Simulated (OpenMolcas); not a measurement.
**Exact exchange and the vertical ionisation energy of CH4F2OSi**

CH4F2OSi: 9 atoms, total charge 0, spin state singlet. SMILES: `C[Si](O)(F)F`. The coordinates come from a PBE0-D4/def2-TZVP relaxation. This is one conformer, not always the lowest.

The vertical ionisation energy (to the doublet cation) y, in eV, basis cc-pVDZ; a is the functional's share of exact exchange. Programs: OpenMolcas 26.06.

```
functional     program     a  y (eV)
    revPBE  OpenMolcas     0   11.46
       PBE  OpenMolcas     0   11.52
     B3LYP  OpenMolcas   0.2       ?
      PBE0  OpenMolcas  0.25   12.22
     BHLYP  OpenMolcas   0.5   12.67
```

**Question.** Fit y = c + s·a to the known rows and predict B3LYP.

**Answer.** 
1. Means of the 4 rows: a = 0.1875, y = 11.968.
2. Σ(Δa)² = 0.17188, Σ(Δa·Δy) = 0.41437, so the slope is 0.41437/0.17188 = 2.4108.
3. Intercept: 11.968 − (2.4108) × 0.1875 = 11.516. The largest residual of the fit is 0.10.
4. B3LYP: 11.516 + (2.4108) × 0.2 = 12.00 eV.

The run gave 12.12 eV, so the prediction is off by -0.12 eV, about the largest residual.

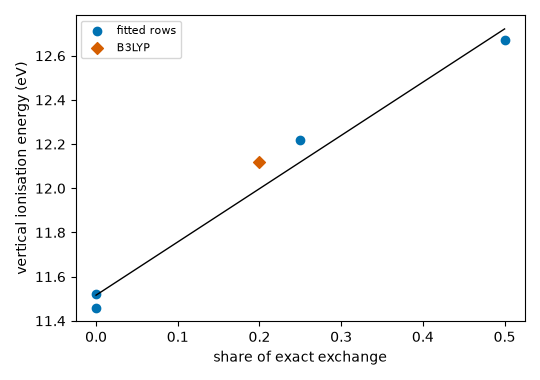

The fitted line, with the withheld row.
